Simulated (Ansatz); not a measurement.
System: Bi8H10O17.

Input file:

```
crystal:
  periodic: [false, false, false]
  atoms:
    - {symbol: Bi, position_ang: [-1.192802, -1.329570, 0.683978]}
    - {symbol: Bi, position_ang: [2.140462, 1.256060, 0.578528]}
    - {symbol: Bi, position_ang: [-0.705217, 0.854186, -2.313511]}
    - {symbol: Bi, position_ang: [-0.654445, 1.945836, 2.867642]}
    - {symbol: Bi, position_ang: [1.848765, -1.973277, -1.785641]}
    - {symbol: Bi, position_ang: [1.616823, -1.537372, 3.351813]}
    - {symbol: Bi, position_ang: [-3.282554, 1.488562, 0.184070]}
    - {symbol: Bi, position_ang: [-0.411202, 3.622735, -0.379392]}
    - {symbol: O, position_ang: [-1.497895, -3.107886, -0.708875]}
    - {symbol: O, position_ang: [-2.088176, 0.697852, 1.845975]}
    - {symbol: O, position_ang: [-2.998598, -1.954890, 1.647383]}
    - {symbol: O, position_ang: [-2.371891, -0.113815, -0.911061]}
    - {symbol: O, position_ang: [-2.152093, 2.630355, -1.256388]}
    - {symbol: O, position_ang: [-2.171254, 3.333448, 1.465543]}
    - {symbol: O, position_ang: [-0.252721, -1.504367, -2.203590]}
    - {symbol: O, position_ang: [0.479138, -2.815540, 2.102377]}
    - {symbol: O, position_ang: [1.115982, -3.461358, -0.330005]}
    - {symbol: O, position_ang: [0.368827, 3.056766, -2.419792]}
    - {symbol: O, position_ang: [1.645168, 0.273342, -2.757421]}
    - {symbol: O, position_ang: [0.676395, 3.000314, 1.559875]}
    - {symbol: O, position_ang: [0.062419, 1.308333, -0.304475]}
    - {symbol: O, position_ang: [3.365812, -1.325918, 2.223616]}
    - {symbol: O, position_ang: [0.722784, 0.262349, 2.580383]}
    - {symbol: O, position_ang: [2.278792, -0.827019, -0.085546]}
    - {symbol: O, position_ang: [2.710231, 2.286567, -1.280152]}
    - {symbol: H, position_ang: [-2.418371, -3.429832, -0.656885]}
    - {symbol: H, position_ang: [-3.147586, -1.204786, 2.260147]}
    - {symbol: H, position_ang: [-2.609642, 4.163231, 1.741096]}
    - {symbol: H, position_ang: [-0.912237, -2.193611, -1.797029]}
    - {symbol: H, position_ang: [0.916662, -3.088776, 1.199962]}
    - {symbol: H, position_ang: [0.162533, -3.688556, -0.526405]}
    - {symbol: H, position_ang: [1.331221, 2.872971, -2.176308]}
    - {symbol: H, position_ang: [1.797422, 0.292054, -3.723216]}
    - {symbol: H, position_ang: [3.059734, -1.328955, 1.254362]}
    - {symbol: H, position_ang: [2.567525, 1.540577, -1.931058]}
basis:
  gaussian: {orbitals: def2-SVP, fitting: {mean_field: def2-universal-jkfit}, initial_orbitals: start.molden}
hamiltonian: {xc: pbe0, dispersion: d4}
scf: {omitted_lower_state_checks: [starts]}
output: {forces: true, orbitals: {seedname: orbitals}}
```

Launched as:

```sh
ansatz run in.yaml --threads 2 --pin off --events-out ev --progress --plain --max-ram 32768MiB --backend cuda --devices 0, --max-vram 18GiB
```

Geometry: PBE-D4/def2-SVP; core potentials replace the inner electrons of Bi; not at a stationary point (largest force 0.8 eV/Å).

These are results of Ansatz, RKS PBE0-D4/def2-SVP, not measurements.

What will maps of the electron density and electron localisation function show?

O–H (0.98 Å): ρ is about 3.5 e/Å³ halfway; the ELF climbs to about 1 towards the hydrogen, as it does in any bond to H; a covalent bond by its length.
Bi–O (2.19 Å): ρ at the midpoint is about 0.56 e/Å³; the ELF peaks at about 0.80 in the valence shell of O, 0.6 Å from its nucleus, and drops to about 0.15 between the two atoms.

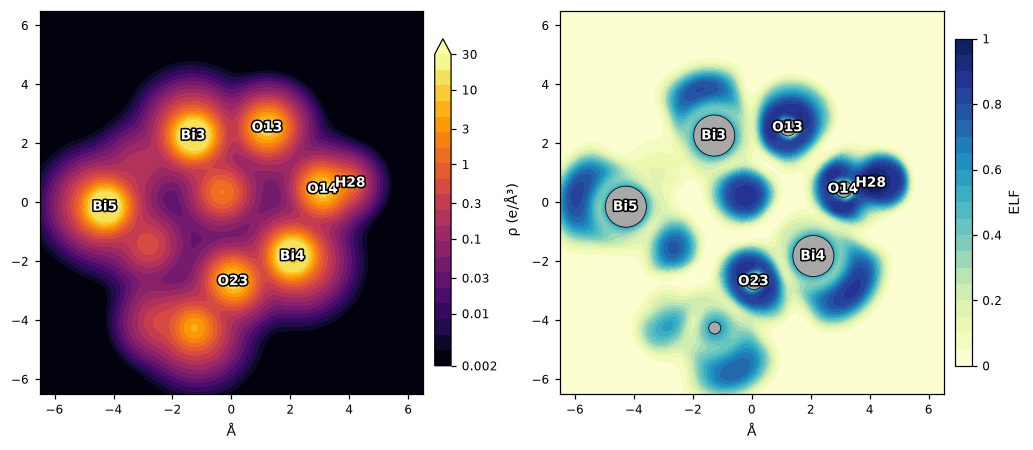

Computed electron density and electron localisation function on the plane of atoms O14, Bi4 and O23, in this order. Grey discs cover the atomic cores in the ELF map. 
